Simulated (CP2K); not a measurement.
Consider dimethyl ether at its PBE geometry (Å).

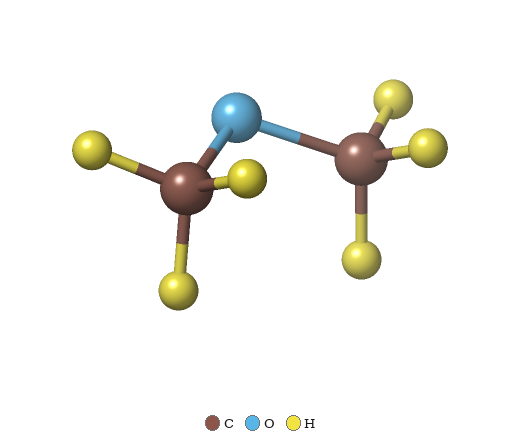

The molecule (carbon brown, oxygen blue, hydrogen yellow).

```xyz
9

C     1.1741    0.0583   -0.0962
O    -0.0463    0.2393   -0.8109
C    -1.1789   -0.0335    0.0100
H     1.2889   -0.9857    0.2496
H     1.2303    0.7276    0.7824
H     1.9910    0.3011   -0.7860
H    -1.1803   -1.0821    0.3612
H    -2.0713    0.1424   -0.6025
H    -1.2076    0.6325    0.8925
```

Method: CP2K XAS_TDP, all-electron GAPW, PBEh(45%), aug-cc-pVDZ, TDA, GW2X-corrected core level, no relativity.

Q: Predict the bright core excitations at the O K edge.

Leading lines: O2 536.30 eV. The leading line of an atom is its first one with 35 % of the strongest within 2.5 eV of its lowest line over the strength cut. Core ionisation energies at this level: O2 538.15 eV.

The first six lines of each atom with a strength over 0.0015:

| atom | energy (eV) | states | strength, one atom | above the computed threshold |
| --- | --- | --- | --- | --- |
| O2 (bonded to 2 C) | 536.30 | 1 | 0.0136 |  |
|  | 536.47 | 1 | 0.0034 |  |
|  | 536.94 | 1 | 0.0188 |  |
|  | 537.88 | 1 | 0.0129 |  |
|  | 538.80 | 2 | 0.0264 | yes |
|  | 538.84 | 1 | 0.0068 | yes |

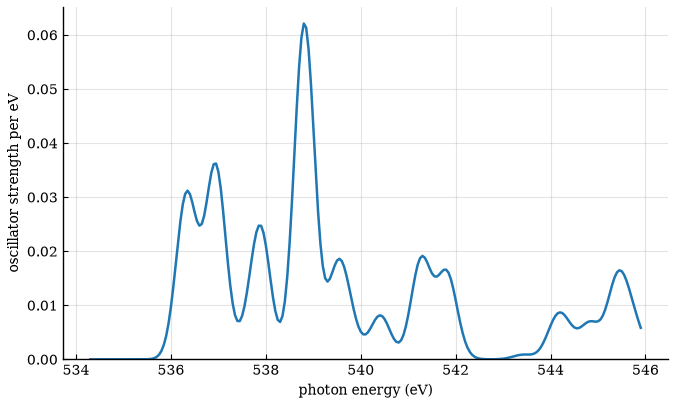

All atoms added, broadened by 0.5 eV.

Lines are vertical, at one geometry, with no vibrational structure. GW2X ionisation energies and lines can be off by 1 to 2 eV either way, and a good line position may hide errors that cancel. These values hold no scalar relativity, about 0.4 eV for O 1s. Rydberg lines, and the discretised continuum above threshold, depend on the basis and the box.

[Banner, clock and machine lines of the logs are left out without a mark of their own.]

[Logs are printed without paths, hosts, clocks, repeated set-up lines and the standing remarks that a program may print on its own settings, such as how far it seeks lower states.]

[Hosts, paths, dates, database ids (printed as entryN), source tags and the programs' standing remarks are cut or masked in the printed files.]
